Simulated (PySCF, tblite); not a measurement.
# C7H8N radical: geometry, infrared bands and EPR parameters

What infrared bands and EPR parameters should C7H8N radical (`C#C[C]1C=CCN1C`) show?

Programs: tblite 0.8.0 and PySCF 2.14.0, with density-fitted response routines of our own. Each step states its level of theory. These are calculated values for one molecule in the gas phase, unless marked as measured. Atoms are numbered from 0 throughout.

## (1) Starting geometry

16 atoms, charge 0, multiplicity 2; geometry from: force field or distance geometry start.

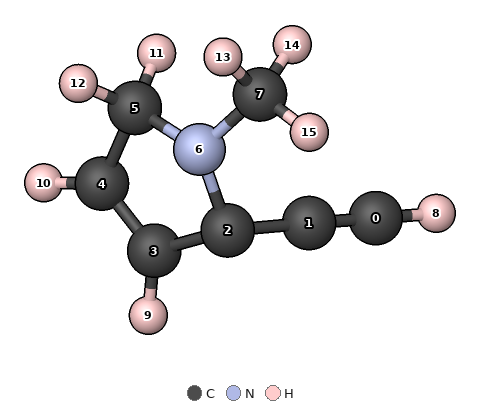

As it starts; carbon dark grey, nitrogen light blue, hydrogen pink, atoms numbered; sticks join atoms by distance.

## (2) Optimising the geometry with GFN2-xTB

The job: settings as JSON, then the geometry in Å.

```
{"job": {"kind": "relax", "xc": "GFN2-xTB", "basis": "xTB"}, "charge": 0, "multiplicity": 2}
C      2.563000     1.213700     0.220800
C      1.615700     0.678200     0.707600
C      0.470900     0.015600     1.317400
C      0.624800    -1.467900     1.171000
C     -0.219400    -1.959400     0.300400
C     -1.050800    -0.843500    -0.272600
N     -0.741900     0.242000     0.613600
C     -1.065900     1.537700     0.172800
H      3.408000     1.713700    -0.213800
H      1.353400    -2.010000     1.769200
H     -0.289000    -3.023600     0.022300
H     -0.867000    -0.682300    -1.328500
H     -2.123500    -1.149300    -0.182500
H     -2.194500     1.621800     0.171000
H     -0.752800     1.812300    -0.836600
H     -0.738500     2.309900     0.891600
```

Launch:

```
$ OMP_NUM_THREADS=1 python probes_run.py task.json out
```

The driver reads the jobs from task.json and runs them one after another.

Log:

```text
step      E/eV     max force
  0    -593.79199    3.216
  1    -593.96480    5.359
  2    -594.18234    1.696
  3    -594.28291    1.233
  4    -594.34160    0.638
  5    -594.38022    0.430
  6    -594.40174    0.499
  7    -594.43037    0.478
  8    -594.45390    0.412
  9    -594.47778    0.412
 10    -594.50002    0.367
 11    -594.52792    0.509
 12    -594.57253    0.619
 13    -594.63423    0.710
 14    -594.69965    0.823
 15    -594.74784    0.404
 16    -594.77690    0.387
 17    -594.81067    0.481
 18    -594.83911    0.768
 19    -594.86862    0.941
 20    -594.89618    0.415
 21    -594.93127    0.662
 22    -594.95318    0.629
 23    -594.97486    0.486
 24    -594.99160    0.361
 25    -594.99847    0.461
 26    -595.01018    0.307
 27    -595.01978    0.229
 28    -595.02585    0.227
 29    -595.03549    0.244
 30    -595.04500    0.264
 31    -595.05372    0.239
 32    -595.06059    0.206
 33    -595.06559    0.320
 34    -595.07147    0.173
 35    -595.07843    0.158
 36    -595.08295    0.161
 37    -595.08660    0.188
 38    -595.09050    0.176
 39    -595.09340    0.174
 40    -595.09564    0.123
 41    -595.09754    0.103
 42    -595.09904    0.092
 43    -595.09991    0.084
 44    -595.10043    0.080
 45    -595.10102    0.080
 46    -595.10171    0.075
 47    -595.10228    0.072
 48    -595.10276    0.057
 49    -595.10325    0.069
 50    -595.10380    0.063
 51    -595.10427    0.040
 52    -595.10458    0.053
 53    -595.10484    0.058
 54    -595.10522    0.060
 55    -595.10572    0.056
 56    -595.10623    0.061
 57    -595.10669    0.064
 58    -595.10727    0.080
 59    -595.10831    0.094
 60    -595.11032    0.110
 61    -595.11325    0.170
 62    -595.11597    0.198
 63    -595.11896    0.128
 64    -595.12085    0.174
 65    -595.12311    0.162
 66    -595.12319    0.215
 67    -595.12543    0.094
 68    -595.12606    0.088
 69    -595.12795    0.073
 70    -595.12893    0.080
 71    -595.12989    0.059
 72    -595.13023    0.059
 73    -595.13045    0.051
 74    -595.13067    0.038
 75    -595.13088    0.033
 76    -595.13102    0.043
 77    -595.13113    0.046
 78    -595.13126    0.042
 79    -595.13145    0.034
 80    -595.13168    0.044
 81    -595.13190    0.041
 82    -595.13208    0.041
 83    -595.13226    0.037
 84    -595.13246    0.034
 85    -595.13267    0.036
 86    -595.13286    0.038
 87    -595.13307    0.045
 88    -595.13336    0.043
 89    -595.13373    0.046
 90    -595.13419    0.049
 91    -595.13465    0.061
 92    -595.13504    0.064
 93    -595.13532    0.049
 94    -595.13551    0.034
 95    -595.13568    0.037
 96    -595.13584    0.035
 97    -595.13597    0.040
 98    -595.13611    0.025
 99    -595.13621    0.023
100    -595.13630    0.023
101    -595.13644    0.024
102    -595.13656    0.020
103    -595.13664    0.016
104    -595.13667    0.013
105    -595.13671    0.013
106    -595.13676    0.014
107    -595.13683    0.016
108    -595.13691    0.018
109    -595.13700    0.024
110    -595.13708    0.024
111    -595.13715    0.023
112    -595.13722    0.019
113    -595.13727    0.017
114    -595.13732    0.018
115    -595.13737    0.020
116    -595.13744    0.022
117    -595.13750    0.023
118    -595.13756    0.022
119    -595.13761    0.020
120    -595.13768    0.018
121    -595.13777    0.016
122    -595.13785    0.017
123    -595.13791    0.018
124    -595.13796    0.017
125    -595.13801    0.014
126    -595.13804    0.012
127    -595.13806    0.006
```

Wall time 0.56 s (1 thread of Arm Neoverse V2, shared host).

Relaxation path: (not every step is listed)

```csv
step,energy from step 0 (eV),largest force (eV/Å)
0,0.0000,3.2162
1,-0.1728,5.3588
2,-0.3903,1.6963
3,-0.4909,1.2328
4,-0.5496,0.6381
5,-0.5882,0.4303
6,-0.6097,0.4991
7,-0.6384,0.4782
8,-0.6619,0.4123
19,-1.0766,0.9411
30,-1.2530,0.2644
41,-1.3055,0.1031
52,-1.3126,0.0526
63,-1.3270,0.1276
74,-1.3387,0.0377
85,-1.3407,0.0361
96,-1.3438,0.0350
107,-1.3448,0.0162
118,-1.3456,0.0217
122,-1.3459,0.0167
123,-1.3459,0.0185
124,-1.3460,0.0171
125,-1.3460,0.0140
126,-1.3460,0.0123
127,-1.3461,0.0064
```

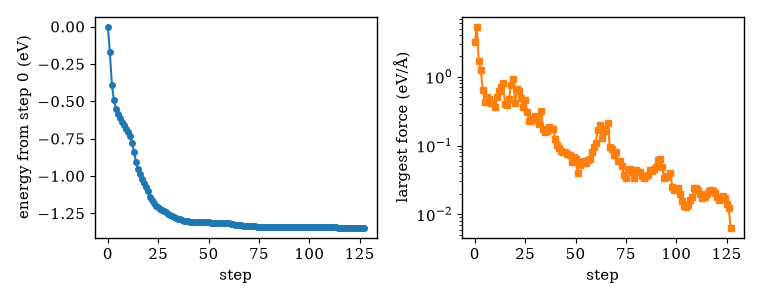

Energy and largest force along the relaxation.

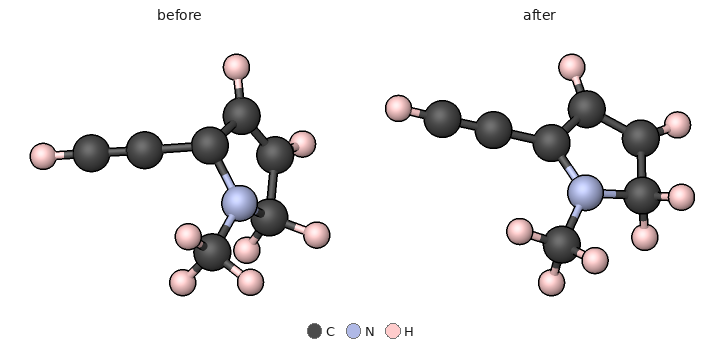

The geometry before (left) and after (right).

Distances of close pairs at the start and the end, largest changes first:

```csv
bond,before (Å),after (Å),change (Å)
C2–C3,1.499,1.411,-0.088
C1–C2,1.457,1.384,-0.073
C3–C4,1.309,1.359,+0.050
C2–N6,1.420,1.381,-0.040
C7–H13,1.132,1.094,-0.038
C4–H10,1.102,1.072,-0.030
C0–H8,1.074,1.048,-0.026
N6–C7,1.406,1.428,+0.021
```

The next job starts from the end point, and lists it.

## (3) Infrared spectrum with GFN2-xTB

The job: settings as JSON, then the geometry in Å.

```
{"job": {"kind": "ir", "xc": "GFN2-xTB", "basis": "xTB"}, "charge": 0, "multiplicity": 2}
C      2.639328     1.597775     0.952295
C      1.755136     0.790514     0.781854
C      0.747247    -0.134056     0.573135
C      0.823215    -1.539854     0.666504
C     -0.387195    -2.076018     0.361080
C     -1.339959    -0.970300     0.033026
N     -0.552258     0.214232     0.262083
C     -0.973403     1.497867    -0.200335
H      3.416118     2.283011     1.112489
H      1.714410    -2.073863     0.938177
H     -0.662248    -3.111667     0.334659
H     -1.698155    -1.019338    -1.011415
H     -2.235811    -0.971075     0.675217
H     -1.952487     1.743415     0.220324
H     -1.051493     1.532314    -1.296116
H     -0.250044     2.245986     0.120579
```

Log:

```text
mode    cm-1     km/mol
  1      88.1      3.38
  2     114.6      0.03
  3     127.9      0.28
  4     154.4      2.22
  5     265.3     10.99
  6     308.1      0.31
  7     332.2      0.66
  8     452.1      1.04
  9     480.9     11.28
 10     555.0      3.04
 11     559.3      6.36
 12     655.7      7.96
 13     664.2     18.08
 14     693.7      3.84
 15     825.7      7.69
 16     838.4      2.53
 17     951.6      2.65
 18     976.4      2.45
 19    1026.4     17.80
 20    1075.7      6.58
 21    1097.2      0.60
 22    1115.4      7.68
 23    1148.8      7.92
 24    1218.5      7.45
 25    1258.0     22.71
 26    1292.6      4.78
 27    1398.1     40.21
 28    1410.0      4.56
 29    1448.2     48.69
 30    1460.4     22.01
 31    1468.9      6.00
 32    1492.5      7.33
 33    1504.2     17.78
 34    2185.4     73.82
 35    2758.6     62.61
 36    2839.5    105.03
 37    2878.3     69.96
 38    2962.2     50.74
 39    3028.7      9.97
 40    3147.7     18.23
 41    3164.7     29.94
 42    3398.6     13.56
```

Wall time 0.36 s (1 thread of Arm Neoverse V2, shared host).

Which atoms move in the most intense modes:

```csv
cm⁻¹,km/mol,atoms
1398,40.2,"C2 40 %, C3 21 %, N6 16 %"
1448,48.7,"C2 38 %, N6 23 %"
2185,73.8,"C1 60 %, C0 31 %"
2759,62.6,"H11 70 %, H12 22 %"
2840,105.0,"H12 71 %, H11 24 %"
2878,70.0,H14 90 %
2962,50.7,H13 91 %
3165,29.9,"H10 77 %, H9 15 %"
```

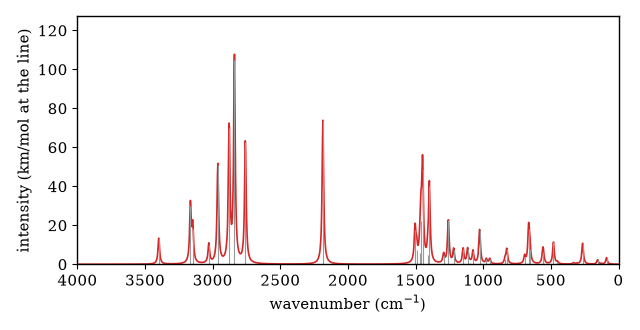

The infrared spectrum from these modes, unscaled. Lines are broadened to a width of 14 cm⁻¹ (Lorentzian).

## (4) EPR parameters: B3LYP/pcH-1

Settings changed since step 3:

```diff
@@ -1,2 +1,2 @@
-{"job": {"kind": "ir", "xc": "GFN2-xTB", "basis": "xTB"}, "charge": 0, "multiplicity": 2}
+{"job": {"kind": "epr", "basis": "pcH-1"}, "charge": 0, "multiplicity": 2}
 C      2.639328     1.597775     0.952295
```

Level: UKS B3LYP, pcH-1 on C H N, non-relativistic, mean-field spin-orbit, GIAO.

Log:

```text
UKS, coarse grid
  cycle   1  E = -326.15649080  |g| = 3.28e-01
  cycle   2  E = -326.15231991  |g| = 3.48e-01
  cycle   3  E = -326.21250924  |g| = 7.34e-02
  cycle   4  E = -326.21394360  |g| = 5.22e-02
  cycle   5  E = -326.21521191  |g| = 1.59e-02
  cycle   6  E = -326.21534162  |g| = 6.29e-03
  cycle   7  E = -326.21538604  |g| = 3.17e-03
  cycle   8  E = -326.21539942  |g| = 1.49e-03
  cycle   9  E = -326.21540221  |g| = 4.55e-04
UKS, final grid
  cycle   1  E = -326.21536669  |g| = 5.67e-04
  cycle   2  E = -326.21536648  |g| = 9.50e-04
  cycle   3  E = -326.21536692  |g| = 1.46e-04
  cycle   4  E = -326.21536694  |g| = 9.98e-05
  cycle   5  E = -326.21536696  |g| = 6.68e-05
  cycle   6  E = -326.21536696  |g| = 1.73e-05
E = -326.21536696 Eh   <S^2> = 0.7691 (exact 0.7500)
g shifts (ppm)      1          2          3
  rmc          -166       -166       -166
  gc             -4         35         36
  oz_so         -12        630       1328
  total        -182        500       1198
hyperfine (MHz)  atom isotope    a_iso     a_fc   dipolar eigenvalues
    0   13C      25.67      25.67    -25.23    -19.49     44.72
    1   13C     -39.07     -39.07    -11.40     -1.06     12.46
    2   13C      30.90      30.90    -35.62    -34.42     70.04
    3   13C     -31.31     -31.31    -18.76      8.79      9.97
    4   13C      33.71      33.71    -31.33    -29.27     60.59
    5   13C     -26.35     -26.35     -1.21      0.04      1.17
    6   14N      11.36      11.36    -11.41    -11.19     22.59
    7   13C      -3.73      -3.73     -1.21     -0.62      1.83
    8    1H     -24.79     -24.79    -11.94     -0.19     12.13
    9    1H       6.80       6.80     -3.28     -0.86      4.14
   10    1H     -26.13     -26.13    -15.29     -0.42     15.71
   11    1H     115.01     115.01     -2.57     -0.29      2.86
   12    1H     105.67     105.67     -2.81     -0.51      3.32
   13    1H      10.74      10.74     -2.28     -1.92      4.20
   14    1H      25.26      25.26     -2.34     -1.34      3.68
   15    1H       1.72       1.72     -2.59     -1.46      4.04
```

It took 67 s on 1 thread of Arm Neoverse V2, shared host; peak memory 0.97 GiB.

Principal g values 2.00214, 2.00282, 2.00352; g(iso) = 2.00282, against 2.00232 for a free electron.

Hyperfine couplings; where a row names several nuclei, a(iso) is their mean (it holds for fast rotation or exchange) and the dipolar term the largest among them:

```csv
nuclei,isotope,a(iso) (MHz),"a(iso) (G, at g = 2.0023)",largest dipolar term (MHz)
"H11, H12",1H,110.3,39.4,3.3
C1,13C,-39.1,-13.9,12.5
C4,13C,33.7,12.0,60.6
C3,13C,-31.3,-11.2,-18.8
C2,13C,30.9,11.0,70.0
C5,13C,-26.4,-9.4,-1.2
H10,1H,-26.1,-9.3,15.7
C0,13C,25.7,9.2,44.7
H8,1H,-24.8,-8.8,12.1
"H13, H14, H15",1H,12.6,4.5,4.2
N6,14N,11.4,4.1,22.6
H9,1H,6.8,2.4,4.1
C7,13C,-3.7,-1.3,1.8
```

Mulliken spin populations:

C0 0.32; C1 -0.13; C2 0.39; C3 -0.16; C4 0.38; C5 -0.06; N6 0.17; C7 -0.02; H8 -0.01; H9 0.01; H10 -0.02; H11 0.06; H12 0.04; H13 0.01; H14 0.02; H15 0.00

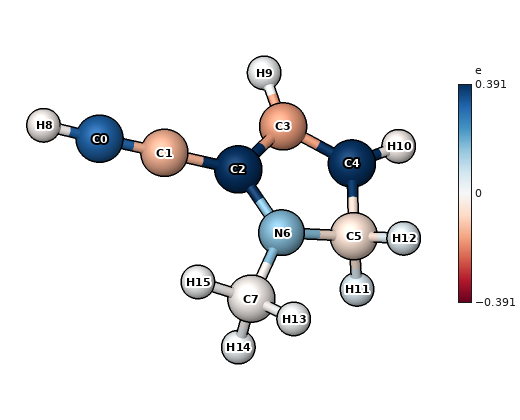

Mulliken spin populations, as colours on the atoms.

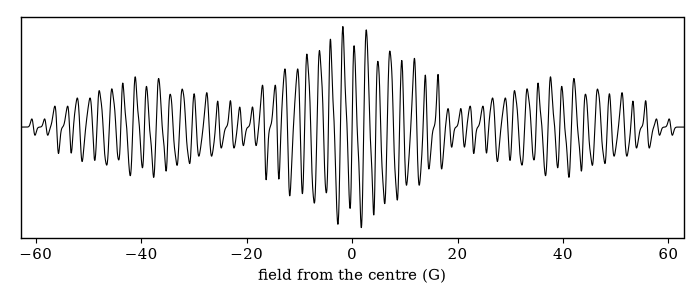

First-order isotropic spectrum (first derivative, main isotopes with spin only, couplings over 0.8 MHz, Gaussian width 0.3 G; couplings of the frozen geometry, rotation of groups not averaged beyond the rows shown).

The fields below are evaluated on a grid from the run's orbitals.

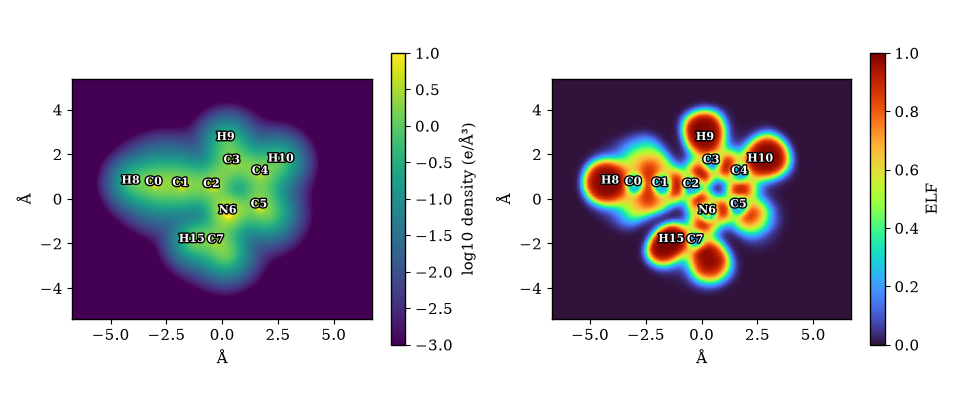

Density (left) and ELF (right) in a plane through or near 12 of the atoms.

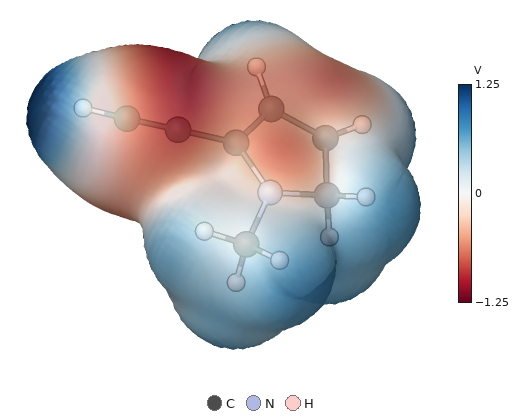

The potential that a unit positive charge feels on the 0.002 e/bohr³ surface, from -0.99 V near C1 to 1.25 V near H8.

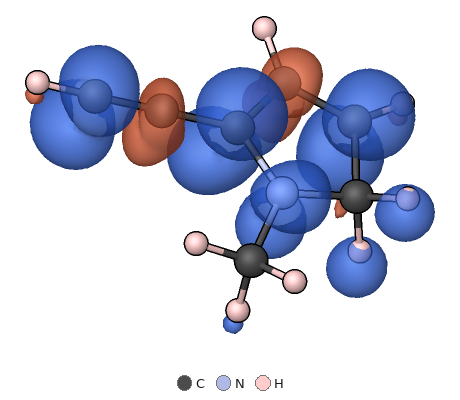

Spin density at ±0.02 e/Å³ (alpha excess blue, beta excess red).

## (5) Summary of results

| quantity | value |
| --- | --- |
| strongest single infrared mode (GFN2-xTB) | 2840 cm⁻¹, 105 km/mol |
| zero-point energy (GFN2-xTB) | 78.4 kcal/mol |
| g(iso) (B3LYP) | 2.00282 |
| ⟨S²⟩ | 0.769 (exact 0.75) |
| largest a(iso) (averaged by class) | 1H on H11, H12, 110.3 MHz |
| surface potential, least and greatest | -0.99 V and 1.25 V |

Over 127 steps the energy fell by 1.346 eV; of the close pairs, C2–C3 changed most, 1.499 to 1.411 Å. All 42 modes are real, so the xTB geometry is a minimum. The strongest single mode, at 2840 cm⁻¹, moves mainly H12. Unscaled tight-binding wavenumbers are off by several per cent, some by more. Its intensities can rank the bands wrongly. The largest spin populations lie on C2 (0.39 e), C4 (0.38 e), C0 (0.32 e). The isotropic g lies 0.5 ppt above the free-electron value.
